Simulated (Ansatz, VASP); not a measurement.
# Cross-check of SbW between VASP and Ansatz, part 2 of 2

One calculation is typed for both programs; each brings its own data sets. How far apart do they land? The cell is invented: As first built, before any earlier steps moved the atoms (in the runner's words): it takes the AlRu structure with all of its atoms replaced by other elements, volume scaled by an estimate. It may not be a known or stable phase. The cell is taken from a series of VASP runs on this material, whose earlier steps may have relaxed, scaled or displaced it; both programs get it as it stands. Other levels of theory on this material are compared in a session of their own. Valence electrons are named where the data sets of a main pair hold unlike numbers.

VASP 6.6.1 and Ansatz 0.2.0.

So far: The structure; VASP: band structure, LDA; Ansatz: band structure, LDA; Comparison.

## 5. VASP: band structure, PBEsol

Level of this step: PBEsol; plane waves and PAW (W, Sb); invented cell (VASP).

A single point gives forces, pressure and levels at one fixed geometry, so differences don't come from the geometry; what else differs is listed under the comparison.

The input, INCAR:

```
SYSTEM = SbW
PREC = Accurate
ENCUT = 400
EDIFF = 1E-06
NELM = 100
ISMEAR = 0
SIGMA = 0.02
LREAL = .FALSE.
ALGO = Normal
GGA = PS
LORBIT = 11
LWAVE = .FALSE.
LCHARG = .FALSE.
KPAR = 4
```

The input, POSCAR:

```
SbW
1.0
    3.3225044081      0.0000000000      0.0000000000
    0.0000000000      3.3225044081      0.0000000000
    0.0000000000      0.0000000000      3.3225044081
W Sb
1 1
Direct
    0.5000000000      0.5000000000      0.5000000000
    0.0000000000      0.0000000000      0.0000000000
```

The input, KPOINTS:

```
Automatic mesh
0
Gamma
4 4 4
0 0 0
```

The input, KPOINTS_OPT:

```
Line mode
16
Line-mode
Reciprocal
  0.00000000   0.00000000   0.00000000 GAMMA
  0.00000000   0.50000000   0.00000000 X

  0.00000000   0.50000000   0.00000000 X
  0.50000000   0.50000000   0.00000000 M

  0.50000000   0.50000000   0.00000000 M
  0.00000000   0.00000000   0.00000000 GAMMA

  0.00000000   0.00000000   0.00000000 GAMMA
  0.50000000   0.50000000   0.50000000 R

  0.50000000   0.50000000   0.50000000 R
  0.00000000   0.50000000   0.00000000 X

  0.50000000   0.50000000   0.00000000 M
  0.50000000   0.50000000   0.50000000 R
```

PAW data sets: W and Sb (PBE family, release 64).

Command:

```bash
> mpirun -np 4 vasp_std
```

Numbers of over 12 decimals in the logs are rounded to 6 here.

The program printed:

```text
[banner, memory and clock lines left out]
running    4 mpi-ranks, on    1 nodes
[...]
[... a notice as in an earlier step ...]

 LDA part: xc-table for (Slater+PW92), standard interpolation
 POSCAR, INCAR and KPOINTS ok, starting setup
[...]
entering main loop
       N       E                     dE             d eps       ncg     rms          rms(c)
DAV:   1     0.236293205560E+02    0.23629E+02   -0.34467E+03   180   0.743E+02
DAV:   2    -0.156229017007E+02   -0.39252E+02   -0.37780E+02   239   0.162E+02
DAV:   3    -0.179327898209E+02   -0.23099E+01   -0.22054E+01   227   0.343E+01
DAV:   4    -0.179869589493E+02   -0.54169E-01   -0.53334E-01   269   0.490E+00
[...]
DAV:  10    -0.172922195184E+02    0.41107E-04   -0.88685E-05   198   0.859E-02    0.129E-02
DAV:  11    -0.172922177040E+02    0.18144E-05   -0.94078E-06   223   0.183E-02    0.902E-03
DAV:  12    -0.172922177539E+02   -0.49916E-07   -0.10822E-06   120   0.667E-03
   1 F= -.17292218E+02 E0= -.17290221E+02  d E =-.399434E-02
 Start KPOINTS_OPT (optional k-point list driver)
k-point batch [1-10\96]
       N       E                     dE             ncg
DAV:   1     0.105830614043E+04    0.53778E+03      180
DAV:   2     0.645981603727E+03   -0.41232E+03      230
DAV:   3     0.625159808722E+03   -0.20822E+02      227
DAV:   4     0.624482506119E+03   -0.67730E+00      202
DAV:   5     0.624462438576E+03   -0.20068E-01      217
DAV:   6     0.624461967191E+03   -0.47138E-03      224
DAV:   7     0.624461952367E+03   -0.14824E-04      209
DAV:   8     0.624461951789E+03   -0.57789E-06      156
[...]
k-point batch [91-96\96]
       N       E                     dE             ncg
DAV:   1     0.221847717645E+04   -0.21747E+04      108
DAV:   2     0.202294052626E+04   -0.19554E+03      122
DAV:   3     0.201268229977E+04   -0.10258E+02      144
DAV:   4     0.201227446162E+04   -0.40784E+00      154
DAV:   5     0.201227101410E+04   -0.34475E-02      176
DAV:   6     0.201227100303E+04   -0.11067E-04      140
DAV:   7     0.201227100292E+04   -0.11520E-06      148
```

From OUTCAR (step 5):

```text
  Total       -1.4378452     -1.4378452     -1.4378452      0.0000000     -0.0000000     -0.0000000
  in kB      -62.8095988    -62.8095988    -62.8095988      0.0000000     -0.0000000     -0.0000000
  external PRESSURE =     -62.8095988 kB  Pullay stress =       0.0000000 kB

  FREE ENERGIE OF THE ION-ELECTRON SYSTEM (eV)
  ---------------------------------------------------
  free  energy   TOTEN  =       -17.2922177539 eV

  energy  without entropy=      -17.2882234099  energy(sigma->0) =      -17.29022058

[... 3 parts as in an earlier step ...]

[... 1 further part left out ...]
[key lines of the parts left out:]
E-fermi :  10.1012
```

The PAW data sets were made with PBE, which is usual practice but a small mismatch for other functionals. At this level the cell is under a tension of 6.3 GPa, so at these settings it is away from equilibrium.

## 6. Ansatz: band structure, PBEsol

The same cell, functional, mesh and smearing now go to Ansatz, which takes its cutoff from its data sets.

The cell is taken from a series of VASP runs on this material, whose earlier steps may have relaxed, scaled or displaced it; both programs get it as it stands.

The input, input.yaml:

```yaml
crystal:
  lattice:
    - [3.3225044081, 0.0, 0.0]
    - [0.0, 3.3225044081, 0.0]
    - [0.0, 0.0, 3.3225044081]
  atoms:
    - { symbol: W, position: [0.5, 0.5, 0.5] }
    - { symbol: Sb, position: [0.0, 0.0, 0.0] }
hamiltonian:
  xc: pbesol
  pseudopotentials: { kind: paw }
kpoints:
  mp_grid: { grid: [4, 4, 4] }
  band_path:
    path:
      - [0.0, 0.0, 0.0]
      - [0.0, 0.1, 0.0]
      - [0.0, 0.2, 0.0]
      - [0.0, 0.3, 0.0]
      - [0.0, 0.43333, 0.0]
      - [0.0, 0.5, 0.0]
      - [0.1, 0.5, 0.0]
      - [0.2, 0.5, 0.0]
      - [0.33333, 0.5, 0.0]
      - [0.43333, 0.5, 0.0]
      - [0.5, 0.5, 0.0]
      - [0.36667, 0.36667, 0.0]
      - [0.26667, 0.26667, 0.0]
      - [0.16667, 0.16667, 0.0]
      - [0.06667, 0.06667, 0.0]
      - [0.03333, 0.03333, 0.03333]
      - [0.13333, 0.13333, 0.13333]
      - [0.23333, 0.23333, 0.23333]
      - [0.33333, 0.33333, 0.33333]
      - [0.46667, 0.46667, 0.46667]
      - [0.46667, 0.5, 0.46667]
      - [0.36667, 0.5, 0.36667]
      - [0.23333, 0.5, 0.23333]
      - [0.13333, 0.5, 0.13333]
      - [0.03333, 0.5, 0.03333]
      - [0.5, 0.5, 0.03333]
      - [0.5, 0.5, 0.16667]
      - [0.5, 0.5, 0.26667]
      - [0.5, 0.5, 0.36667]
      - [0.5, 0.5, 0.5]
    npoints: 1
scf:
  occupations: { method: gaussian, width: 0.02 }
  n_extra_bands: 7
output:
  forces: true
  stress: true
  eigenvalues: true
```

Command:

```bash
> ansatz run input.yaml --threads 2 --pin off --max-ram 4608MiB --backend cpu --events-out ev --progress --plain --runs-dir out
```

The program printed:

```text
[...]
Crystal: 2 atoms, lattice volume = 36.677 Å³
Basis set: ecut = 420 eV, 739 PW (Γ), exchange–correlation on 48×48×48 points (8 copies of the dense FFT grid, shifted against one another)
Bands: 22, of which v1, the nominal top of the filled ones, is band 15 counted from 1 (14 counted from 0)
Symmetry: 48 space group operations
[...]
k-points: 10 of 64
[...]
k-point 0: bands = [... 11 lower, 15.6534, 19.3365, 19.3365, 19.3365, 19.6427, 19.6427, 19.6427, 23.4275, ... 3 higher]
  k-point 1: bands = [... 11 lower, 15.9307, 17.2110, 17.2110, 18.9694, 19.6785, 22.6357, 22.6357, 25.6518, ... 3 higher]
  k-point 2: bands = [... 11 lower, 16.2547, 16.3621, 16.3621, 19.7151, 21.0357, 24.5073, 25.9060, 26.0227, ... 3 higher]
  k-point 9: bands = [... 11 lower, 12.6466, 12.6466, 20.9284, 20.9284, 20.9284, 21.3450, 21.3450, 23.4741, ... 3 higher]
[key lines of the parts left out:]
SCF converged after 6 iterations
Free energy (F): -16663.521171 eV
Fermi energy:    18.830475 eV
P = ⅓ Tr σ = -5.6339 GPa (-56.339 kbar)
```

Run time: 1.6 s. Hardware: 2 threads of Arm Neoverse N1, shared host; peak memory 0.28 GiB.

## 7. Comparison

What differs besides the data sets and the points named for the pairs above, as far as they apply: the data sets hold 29 valence electrons in Ansatz (on its default PAW (the set named soft_2) files) and 11 in VASP; VASP leaves aspherical gradient terms in its spheres out (LASPH is not set), Ansatz keeps them. Total energies have different zeros and are not compared.

Compared:

```tsv
quantity	Ansatz	VASP	difference
pressure (GPa)	-5.63	-6.28	+0.65
pressure without Ansatz's Pulay correction (GPa)	-5.70	-6.28	+0.58
```

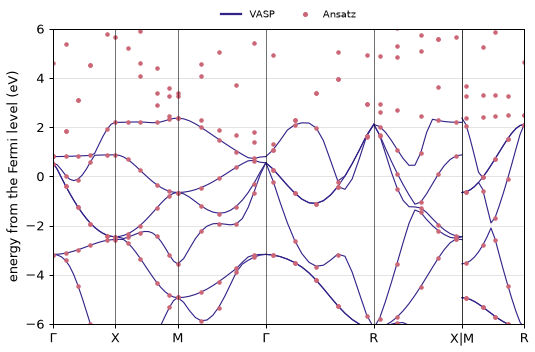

Bands from VASP (lines) and levels from Ansatz (dots). Dots without a line are higher empty bands that the VASP plot leaves out.

Levels from 3 eV below to 2 eV above the Fermi level differ by 17 meV r.m.s. and 52 meV at most; each VASP level is matched to the nearest of Ansatz, which flatters the figure a little. Ansatz's pressure holds a Pulay correction of 0.06 GPa; VASP's holds none.

## 8. VASP: band structure, PBE, spin-orbit coupling

With cell and atoms fixed, the geometry can't cause a difference; cores, projectors, grids and the points listed under the comparison can.

INCAR, as its differences from that of step 5:

```diff
@@ -9,3 +9,10 @@
 ALGO = Normal
-GGA = PS
+GGA = PE
+LNONCOLLINEAR = .TRUE.
+MAGMOM = 0 0 0 0 0 0
+NBANDS = 22
+GGA_COMPAT = .FALSE.
+LASPH = .TRUE.
+LSORBIT = .TRUE.
+LMAXMIX = 4
 LORBIT = 11
```

POSCAR is that of step 5.

The input, KPOINTS:

```
Automatic mesh
0
Gamma
7 7 7
0 0 0
```

KPOINTS_OPT is that of step 5.

Command:

```bash
> mpirun -np 4 vasp_ncl
```

The program printed:

```text
[banner, memory and clock lines left out]
running    4 mpi-ranks, on    1 nodes
[...]
LDA part: xc-table for (Slater+PW92), standard interpolation
 POSCAR, INCAR and KPOINTS ok, starting setup
[...]
entering main loop
       N       E                     dE             d eps       ncg     rms          rms(c)
DAV:   1     0.313902561476E+02    0.31390E+02   -0.35193E+03   880   0.670E+02
DAV:   2    -0.140066236927E+02   -0.45397E+02   -0.42930E+02  1082   0.168E+02
DAV:   3    -0.166518188675E+02   -0.26452E+01   -0.25115E+01  1156   0.394E+01
DAV:   4    -0.166861419400E+02   -0.34323E-01   -0.34249E-01   994   0.446E+00
[...]
DAV:  10    -0.160705398538E+02    0.72509E-04   -0.20093E-04   940   0.850E-02    0.643E-02
DAV:  11    -0.160705403581E+02   -0.50429E-06   -0.23947E-05   970   0.345E-02    0.112E-02
DAV:  12    -0.160705410103E+02   -0.65218E-06   -0.31655E-07   680   0.512E-03
   1 F= -.16070541E+02 E0= -.16070088E+02  d E =-.906922E-03  mag=     0.0000     0.0000    -0.0000
 Start KPOINTS_OPT (optional k-point list driver)
k-point batch [1-20\96]
       N       E                     dE             ncg
DAV:   1     0.236263212006E+04   -0.31560E+03      880
DAV:   2     0.136231130334E+04   -0.10003E+04     1092
DAV:   3     0.130054190771E+04   -0.61769E+02     1082
DAV:   4     0.129981840797E+04   -0.72350E+00     1054
DAV:   5     0.129981018486E+04   -0.82231E-02     1046
DAV:   6     0.129981004103E+04   -0.14383E-03     1062
DAV:   7     0.129981003758E+04   -0.34539E-05     1014
DAV:   8     0.129981003748E+04   -0.10262E-06      828
[...]
k-point batch [81-96\96]
       N       E                     dE             ncg
DAV:   1     0.270683530125E+04   -0.49332E+04      704
DAV:   2     0.208268241954E+04   -0.62415E+03      866
DAV:   3     0.204936935148E+04   -0.33313E+02      926
DAV:   4     0.204890724762E+04   -0.46210E+00      800
DAV:   5     0.204890129662E+04   -0.59510E-02      938
DAV:   6     0.204890121383E+04   -0.82783E-04      858
DAV:   7     0.204890121213E+04   -0.17014E-05      936
DAV:   8     0.204890121209E+04   -0.41785E-07      540
```

From OUTCAR (step 8):

```text
  Total        0.0197823      0.0197823      0.0197823     -0.0000000     -0.0000000     -0.0000000
  in kB        0.8641523      0.8641523      0.8641523     -0.0000000     -0.0000000     -0.0000000
  external PRESSURE =       0.8641523 kB  Pullay stress =       0.0000000 kB

  FREE ENERGIE OF THE ION-ELECTRON SYSTEM (eV)
  ---------------------------------------------------
  free  energy   TOTEN  =       -16.0705410103 eV

  energy  without entropy=      -16.0696340882  energy(sigma->0) =      -16.07008755

 magnetization (x)
# of ion       s       p       d       tot
------------------------------------------
    1       -0.000  -0.000   0.000  -0.000
    2       -0.000   0.000  -0.000  -0.000
--------------------------------------------------
tot         -0.000  -0.000   0.000  -0.000

 magnetization (y)
# of ion       s       p       d       tot
------------------------------------------
    1       -0.000  -0.000   0.000  -0.000
    2       -0.000   0.000  -0.000  -0.000
--------------------------------------------------
tot         -0.000  -0.000   0.000  -0.000

 magnetization (z)
# of ion       s       p       d       tot
------------------------------------------
    1        0.000  -0.000   0.000   0.000
    2       -0.000  -0.000   0.000  -0.000
--------------------------------------------------
tot         -0.000  -0.000   0.000  -0.000

[... 2 parts as in an earlier step ...]

[... 2 further parts left out ...]
[key lines of the parts left out:]
E-fermi :  10.0695
```

The run ends at a pressure of 0.09 GPa.

## 9. Ansatz: band structure, PBE, spin-orbit coupling

The same cell, functional, mesh and smearing now go to Ansatz, which takes its cutoff from its data sets.

The cell is taken from a series of VASP runs on this material, whose earlier steps may have relaxed, scaled or displaced it; both programs get it as it stands.

input.yaml, as its differences from that of step 6:

```diff
@@ -9,6 +9,9 @@
 hamiltonian:
-  xc: pbesol
-  pseudopotentials: { kind: paw }
+  xc: pbe
+  pseudopotentials: { kind: paw_fr }
+magnetization:
+  noncollinear: true
+  spin_orbit: true
 kpoints:
-  mp_grid: { grid: [4, 4, 4] }
+  mp_grid: { grid: [7, 7, 7] }
   band_path:
@@ -48,3 +51,3 @@
   occupations: { method: gaussian, width: 0.02 }
-  n_extra_bands: 7
+  n_extra_bands: 14
 output:
```

Command:

```bash
> ansatz run input.yaml --threads 2 --pin off --max-ram 4608MiB --backend cpu --events-out ev --progress --plain --runs-dir out
```

The program printed:

```text
[...]
non-collinear run that drives no moment, with spin-orbit: no starting moment large enough to seed its density (crystal.atoms[].spin), no starting occupations that ask for one, no magnetisation constraint and no magnetic field, so the semilocal B_xc is pinned to zero
Crystal: 2 atoms, lattice volume = 36.677 Å³
[...]
k-point 1: bands = [... 25 lower, 17.7929, 18.4536, 18.4536, 18.9803, 18.9803, 19.8556, 19.8556, 21.0642, ... 10 higher]
  k-point 2: bands = [... 25 lower, 16.9140, 17.3783, 17.3783, 19.4909, 19.4909, 19.8889, 19.8889, 22.9205, ... 10 higher]
  k-point 19: bands = [... 25 lower, 14.3424, 19.1552, 19.1552, 20.0532, 20.0532, 20.2185, 20.2185, 22.3652, ... 10 higher]
[key lines of the parts left out:]
SCF converged after 7 iterations
Magnetization: |M| = 0.0000 μB,  M = (+0.0000, +0.0000, +0.0000) μB
Free energy (F): -16895.001930 eV
Fermi energy:    18.818191 eV
P = ⅓ Tr σ = 1.0154 GPa (10.154 kbar)
```

It took 14 s on 2 threads; peak memory 0.45 GiB; 26 s of CPU time.

## 10. Comparison

What differs besides the data sets and the points named for the pairs above, as far as they apply: spin-orbit coupling enters by fully relativistic files in Ansatz and inside the spheres in VASP; the data sets hold 29 valence electrons in Ansatz (on its fully relativistic PAW (standard-fr) files) and 11 in VASP. Total energies have different zeros and are not compared.

The two programs side by side:

```tsv
quantity	Ansatz	VASP	difference
pressure (GPa)	1.02	0.09	+0.93
pressure without Ansatz's Pulay correction (GPa)	0.95	0.09	+0.86
```

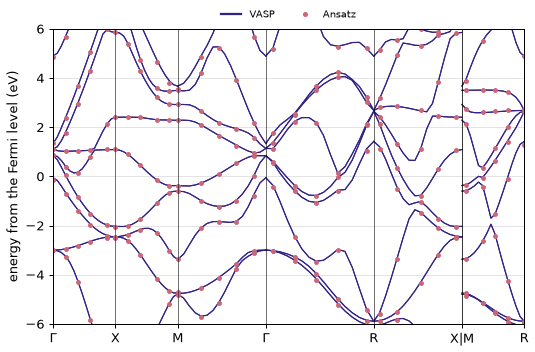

Bands from VASP (lines) and levels from Ansatz (dots). Dots without a line are higher empty bands that the VASP plot leaves out.

Levels from 3 eV below to 2 eV above the Fermi level differ by 32 meV r.m.s. and 128 meV at most; each VASP level is matched to the nearest of Ansatz, which flatters the figure a little. Ansatz's pressure holds a Pulay correction of 0.07 GPa; VASP's holds none.

## 11. What came out

| Property | Result |
| --- | --- |
| r.m.s. difference of levels near the Fermi level (band structure, LDA) | 19 meV |
| difference in pressure (band structure, LDA) | -0.67 GPa |
| r.m.s. difference of levels near the Fermi level (band structure, PBEsol) | 17 meV |
| difference in pressure (band structure, PBEsol) | 0.65 GPa |
| r.m.s. difference of levels near the Fermi level (band structure, PBE, spin-orbit coupling) | 32 meV |
| difference in pressure (band structure, PBE, spin-orbit coupling) | 0.93 GPa |

The difference in pressure is 0.93 GPa (band structure, PBE, spin-orbit coupling), within the 1 GPa picked in this series as the mark of a large difference. The data sets hold unlike numbers of valence electrons (29 in Ansatz and 11 in VASP), so part of the differences comes from the potentials. 9 further runs of this series are not shown here. Such differences can come from data sets, numerical settings and the points named under the comparisons, not from the functional's error against experiment.

[Lines on the potential files, build, host, timing and source positions are cut from VASP's logs without a mark.]

[Logs are printed without paths, hosts, clocks, repeated set-up lines and the standing remarks that a program may print on its own settings, such as how far it seeks lower states.]

[Hosts, paths, dates, database ids (printed as entryN), source tags and the programs' standing remarks are cut or masked in the printed files.]
